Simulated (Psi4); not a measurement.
**HfH4O4 (SMILES O[Hf](O)(O)O): B3LYP/def2-SVP (core potential)**

What is the vertical ionisation energy of HfH4O4 at B3LYP/def2-SVP (core potential)? Input form: a Python script.

The calculation is run with Psi4 1.11.

5 further runs of the same task are left out: 3 that didn't finish, 2 set aside as unsound or not needed.

## (1) The system as given

HfH4O4 has 9 atoms, charge 0, and is taken as a singlet. SMILES: `O[Hf](O)(O)O`. The coordinates come from a PBE0-D4/def2-TZVP relaxation. This is one conformer, not always the lowest.

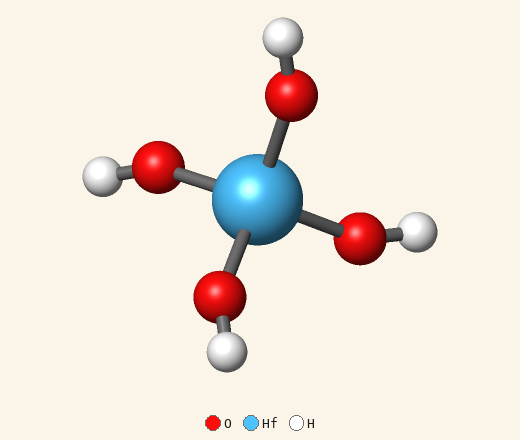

The structure, seen from a chosen angle (oxygen red, hafnium blue, hydrogen white).

## (2) Energy and gradient at B3LYP/def2-SVP (core potential)

h4hfo4.py

```python
import psi4

psi4.set_memory(2200000000)
psi4.set_num_threads(1)
psi4.core.set_output_file('h4hfo4.out', False)

molecule = psi4.geometry("""
O     -0.465480     0.093230     1.875660
Hf    -0.000030    -0.000030    -0.000040
O      1.882280     0.386640    -0.225910
O     -0.373310    -1.778130    -0.665360
O     -1.043620     1.298150    -0.984570
H     -0.650000    -0.255480     2.740830
H      2.637200     0.928630    -0.427210
H     -0.213580    -2.562040    -1.179310
H     -1.773460     1.889040    -1.134080
symmetry c1
no_reorient
no_com
""")

options = {'basis': 'def2-SVP', 'puream': True, 'e_convergence': 1e-09, 'd_convergence': 1e-08, 'scf_type': 'pk', 'dft_radial_points': 99, 'dft_spherical_points': 590}
psi4.set_options(options)

E, wfn = psi4.gradient('b3lyp', molecule=molecule, return_wfn=True)
psi4.oeprop(wfn, 'MULLIKEN_CHARGES', 'DIPOLE', 'LOWDIN_CHARGES')
print('gradient / Eh bohr^-1')
print(E.np.round(6))
print(f'energy = {wfn.energy():.10f} Eh')
```

Launch:

```sh
$ python h4hfo4.py
```

h4hfo4.out, cut to the lines that bear on the results:

```text
[...]
    !!!  WARNING: ECP capability is in beta. Please check occupations closely.  !!!
[...]
  Running in c1 symmetry.
[...]
  Nuclear repulsion =  209.799067165446104
[...]
  Multiplicity = 1
[...]
  Nalpha       = 24
  Nbeta        = 24
[...]
    Number of basis functions: 108
[...]
   @RKS iter   1:  -350.58744683211279   -4.91797e-01   1.32652e-02 ADIIS/DIIS
[...]
   @RKS iter  11:  -351.36474622608222   -1.68257e-11   3.22205e-09 DIIS
[...]
    Orbital Energies [Eh]
    ---------------------
    Doubly Occupied:
       1A    -19.107165     2A    -19.107042     3A    -19.107040
       4A    -19.107036     5A     -2.458635     6A     -1.311487
       7A     -1.311485     8A     -1.311364     9A     -0.938085
      10A     -0.923009    11A     -0.922665    12A     -0.922660
      13A     -0.493575    14A     -0.475912    15A     -0.475908
      16A     -0.475726    17A     -0.340977    18A     -0.339250
      19A     -0.315999    20A     -0.315994    21A     -0.315050
      22A     -0.297409    23A     -0.292835    24A     -0.292832
[...]
  @RKS Final Energy:  -351.36474622608222
   => Energetics <=
    Nuclear Repulsion Energy =            209.7990671654461039
    One-Electron Energy =                -916.0427105267473280
    Two-Electron Energy =                 388.8892473161185421
    DFT Exchange-Correlation Energy =     -34.0103501808995290
    Empirical Dispersion Energy =           0.0000000000000000
    VV10 Nonlocal Energy =                  0.0000000000000000
    Total Energy =                       -351.3647462260822181
[...]
  -Total Gradient:
     Atom            X                  Y                   Z
    ------   -----------------  -----------------  -----------------
       1        0.000415082844    -0.001475977765    -0.000897078630
       2        0.000003374001     0.000004580003     0.000003272670
       3       -0.001334505326     0.001161818207    -0.000167636923
       4        0.001355999666     0.001033791093    -0.000494523263
       5       -0.000444305902    -0.000721701777     0.001561754736
       6        0.001762739521     0.001717337841    -0.007656271741
       7       -0.007076325851    -0.003515626777     0.001463723150
       8       -0.000263047398     0.007073889723     0.003805467607
       9        0.005580945780    -0.005277811045     0.002381231838
[...]
 Multipole Moments:
 ------------------------------------------------------------------------------------
     Multipole            Electronic (a.u.)      Nuclear  (a.u.)        Total (a.u.)
 ------------------------------------------------------------------------------------
 L = 1.  Multiply by 2.5417464519 to convert [e a0] to [Debye]
 Dipole X            :          0.0025599           -0.0023433            0.0002167
 Dipole Y            :          0.0022297           -0.0020598            0.0001699
 Dipole Z            :          0.0035204           -0.0031936            0.0003268
 Magnitude           :                                                    0.0004273
[...]
  Mulliken Charges: (a.u.)
   Center  Symbol    Alpha    Beta     Spin     Total
       1     O     4.22742  4.22742  0.00000 -0.45483
       2    HF     5.46084  5.46084  0.00000  1.07831
       3     O     4.22742  4.22742  0.00000 -0.45484
       4     O     4.22742  4.22742  0.00000 -0.45484
       5     O     4.22742  4.22742  0.00000 -0.45484
       6     H     0.40737  0.40737  0.00000  0.18526
       7     H     0.40737  0.40737  0.00000  0.18527
       8     H     0.40737  0.40737  0.00000  0.18526
       9     H     0.40737  0.40737  0.00000  0.18527
   Total alpha = 24.00000, Total beta = 24.00000, Total charge =  0.00000
[...]
```

Standard output:

```text
gradient / Eh bohr^-1
[[ 4.150e-04 -1.476e-03 -8.970e-04]
 [ 3.000e-06  5.000e-06  3.000e-06]
 [-1.335e-03  1.162e-03 -1.680e-04]
 [ 1.356e-03  1.034e-03 -4.950e-04]
 [-4.440e-04 -7.220e-04  1.562e-03]
 [ 1.763e-03  1.717e-03 -7.656e-03]
 [-7.076e-03 -3.516e-03  1.464e-03]
 [-2.630e-04  7.074e-03  3.805e-03]
 [ 5.581e-03 -5.278e-03  2.381e-03]]
energy = -351.3647462261 Eh
```

It took 22 s on 1 thread of AMD EPYC 9R45 (Zen 5), shared host; peak memory 1 GiB.

## (3) The doublet cation

calc.py

```python
import psi4

psi4.set_memory('2200 MB')
psi4.set_num_threads(1)
psi4.core.set_output_file('psi4.out', False)

m = psi4.geometry("""
1 2
O     -0.465480     0.093230     1.875660
Hf    -0.000030    -0.000030    -0.000040
O      1.882280     0.386640    -0.225910
O     -0.373310    -1.778130    -0.665360
O     -1.043620     1.298150    -0.984570
H     -0.650000    -0.255480     2.740830
H      2.637200     0.928630    -0.427210
H     -0.213580    -2.562040    -1.179310
H     -1.773460     1.889040    -1.134080
units angstrom
symmetry c1
no_reorient
no_com
""")

options = {'basis': 'def2-SVP', 'reference': 'uks', 'puream': True, 'e_convergence': 1e-09, 'd_convergence': 1e-08, 'scf_type': 'pk', 'dft_radial_points': 99, 'dft_spherical_points': 590, 'maxiter': 100}
psi4.set_options(options)

e_tot, wfn = psi4.gradient("b3lyp", molecule=m, return_wfn=True)
print('gradient / Eh bohr^-1')
print(e_tot.np.round(6))
print(f'energy = {wfn.energy():.10f} Eh')
```

Launch:

```sh
$ python calc.py
```

psi4.out, cut to the lines that bear on the results:

```text
[...]
  Running in c1 symmetry.
[...]
  Nuclear repulsion =  209.799067165446104
[...]
  Multiplicity = 2
[...]
  Nalpha       = 24
  Nbeta        = 23
[...]
    Number of basis functions: 108
[...]
   @UKS iter   1:  -350.38988917252340   -2.94239e-01   1.13430e-02 DIIS/ADIIS
[...]
   @UKS iter  28:  -350.98931445170865   -1.97815e-11   7.04681e-09 DIIS
[...]
   @S^2 Observed:                7.629008042E-01
[...]
  @UKS Final Energy:  -350.98931445170865
   => Energetics <=
    Nuclear Repulsion Energy =            209.7990671654461039
    One-Electron Energy =                -904.7993901448112410
    Two-Electron Energy =                 377.7153505253092476
    DFT Exchange-Correlation Energy =     -33.7043419976527332
    Empirical Dispersion Energy =           0.0000000000000000
    VV10 Nonlocal Energy =                  0.0000000000000000
    Total Energy =                       -350.9893144517086512
[...]
 Multipole Moments:
 ------------------------------------------------------------------------------------
     Multipole            Electronic (a.u.)      Nuclear  (a.u.)        Total (a.u.)
 ------------------------------------------------------------------------------------
 L = 1.  Multiply by 2.5417464519 to convert [e a0] to [Debye]
 Dipole X            :          0.0153465           -0.0023433            0.0130033
 Dipole Y            :          0.0063780           -0.0020598            0.0043182
 Dipole Z            :          0.0184832           -0.0031936            0.0152895
 Magnitude           :                                                    0.0205305
[...]
  -Total Gradient:
     Atom            X                  Y                   Z
    ------   -----------------  -----------------  -----------------
       1       -0.000785867180    -0.001358466054     0.006594478477
       2       -0.003454485534    -0.001170994742    -0.004016929552
       3        0.005993232448     0.003116805526    -0.000531845574
       4        0.004725470409    -0.004814373264    -0.003347561910
       5       -0.005381768976     0.004600262298     0.002590076825
       6        0.003819719040     0.003886031821    -0.019490259094
       7       -0.018027774898    -0.008696166571     0.002942072225
       8       -0.000892112150     0.017745914190     0.009509563294
       9        0.014002646261    -0.013308988781     0.005749313709
[...]
```

On the terminal:

```text
gradient / Eh bohr^-1
[[-0.000786 -0.001358  0.006594]
 [-0.003454 -0.001171 -0.004017]
 [ 0.005993  0.003117 -0.000532]
 [ 0.004725 -0.004814 -0.003348]
 [-0.005382  0.0046    0.00259 ]
 [ 0.00382   0.003886 -0.01949 ]
 [-0.018028 -0.008696  0.002942]
 [-0.000892  0.017746  0.00951 ]
 [ 0.014003 -0.013309  0.005749]]
energy = -350.9893144517 Eh
```

It took 57 s on 1 thread of AMD EPYC 9R45 (Zen 5), shared host; peak memory 1 GiB.

## (4) Summary of results

At B3LYP/def2-SVP (core potential):

| quantity | value |
| --- | --- |
| singlet HfH4O4: total energy | -351.36475 Eh |
| singlet HfH4O4: dipole moment | 0.00 D |
| singlet HfH4O4: HOMO energy | -7.97 eV |
| singlet HfH4O4: LUMO energy | -0.08 eV |
| singlet HfH4O4: HOMO–LUMO gap | 7.89 eV |
| singlet HfH4O4: largest force on an atom | 0.414 eV/Å |
| doublet cation: total energy | -350.98931 Eh |
| doublet cation: HOMO energy (highest over α and β) | -13.62 eV |
| doublet cation: LUMO energy (lowest over α and β) | -12.48 eV |
| doublet cation: ⟨S²⟩ | 0.763 |
| doublet cation: largest force on an atom | 1.041 eV/Å |
| vertical ionisation energy (to the doublet cation) | 10.216 eV |

**Reading.** The vertical ionisation energy comes to 10.22 eV (236 kcal/mol). The largest force (singlet HfH4O4) is 0.41 eV/Å: the shape isn't a stationary point for this species at this level. The negative HOMO energy of the first species, 7.97 eV, lies 2.25 eV below that difference.
